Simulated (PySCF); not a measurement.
## Electronic structure of C6H13NSi (SMILES C=C1CC[C@H]([SiH2]N)C1) in real space

```xyz
21

C    -2.6002    1.4375    0.6482
C    -1.6597    0.5802    0.2939
C    -1.8959   -0.7839   -0.3005
C    -0.5136   -1.4411   -0.3090
C     0.4502   -0.2672   -0.4873
Si    2.2554   -0.6749   -0.0690
N     3.0796    0.8373   -0.0186
C    -0.1765    0.8103    0.4023
H    -2.3596    2.4068    1.0518
H    -3.6481    1.2060    0.5533
H    -2.2722   -0.6736   -1.3218
H    -2.6350   -1.3539    0.2639
H    -0.3315   -1.9277    0.6516
H    -0.4079   -2.1911   -1.0925
H     0.3700    0.0695   -1.5274
H     2.7642   -1.6513   -1.0490
H     2.3824   -1.2265    1.2820
H     2.8852    1.5277   -0.7257
H     4.0617    0.8434    0.2017
H     0.1088    1.8202    0.1098
H     0.1337    0.6693    1.4417
```

Geometry: GFN2-xTB.

Computed with PBE0/pcSseg-1, SCF density, gas phase, non-relativistic (PySCF 2.14.0).

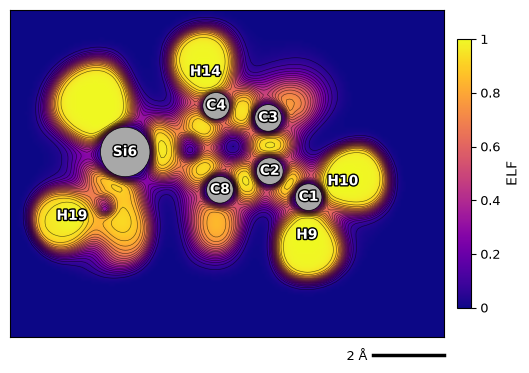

Figure 1. Electron localisation function on the plane of atoms H9, C1 and H10. Grey discs cover the atomic cores.

What does the map show?

- The section cuts through C, Si and H sites.
- C–C (1.32 Å): the ELF peaks at about 0.90 between the atoms: a short, multiple covalent bond.
- C–C (1.50 Å): the ELF peaks at about 0.95 between the atoms; a covalent bond.
- C–H (1.08 Å): the ELF climbs to about 1 towards the hydrogen, as it does in any bond to H; a covalent bond by its length.
- The ELF also peaks beside N7, away from the bonds: lone-pair regions.

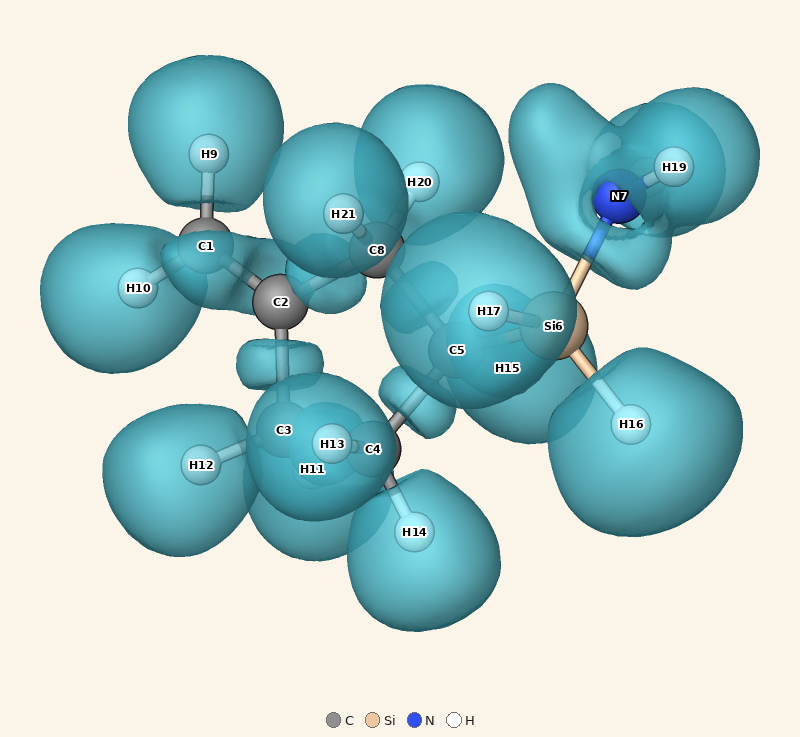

Figure 2. Isosurface of the ELF at 0.75 (cyan), seen at a tilt. Core shells and regions of very low density are left out.

Describe the localisation domains.

The surface consists of six regions between bonded C–C atoms (shared pairs), one region between bonded C–Si atoms (shared pairs), eleven regions around hydrogen nuclei and one joined region spread over several atoms (H, N), in which their bonds and any lone pairs are merged. Profiles from the grid: Si–N (1.72 Å): the ELF peaks at about 0.90 between the atoms, as expected for a shared but strongly polarised pair.

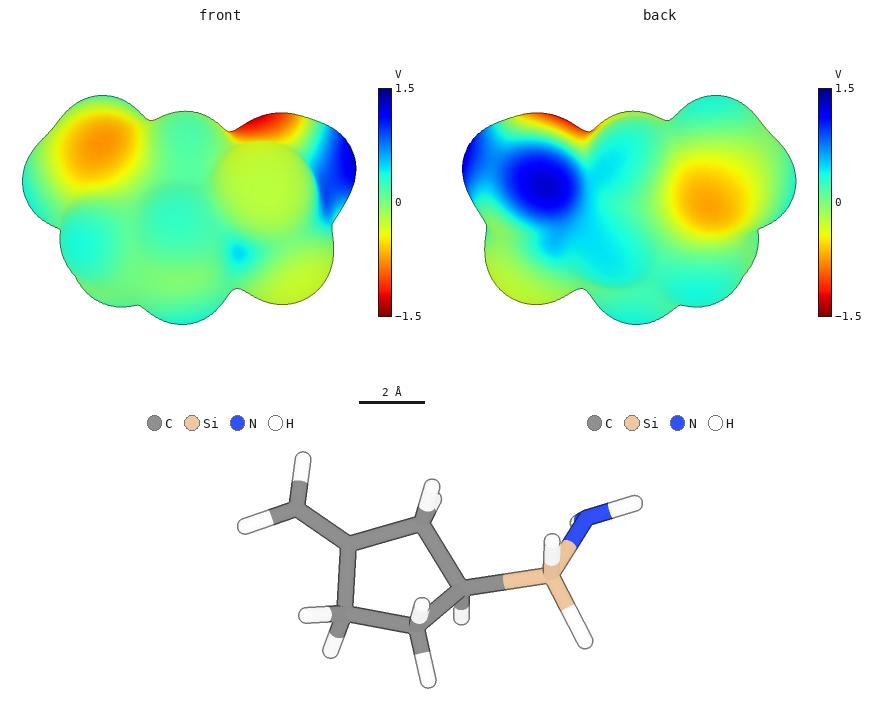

Figure 3. The electrostatic potential painted on the density surface at 0.001 e/bohr³, seen from the front and from behind; the colour scale runs from red (negative) to blue (positive). The bare structure is drawn below in the same view.

Which sites attract a positive test charge, and which a negative one?

A positive charge is drawn to the negative regions and a negative charge to the positive ones. The most negative region (about −1.2 V) lies over N7, the most positive (about +1.3 V) over H18 and H19. N7 is the likeliest acceptor of a hydrogen bond.
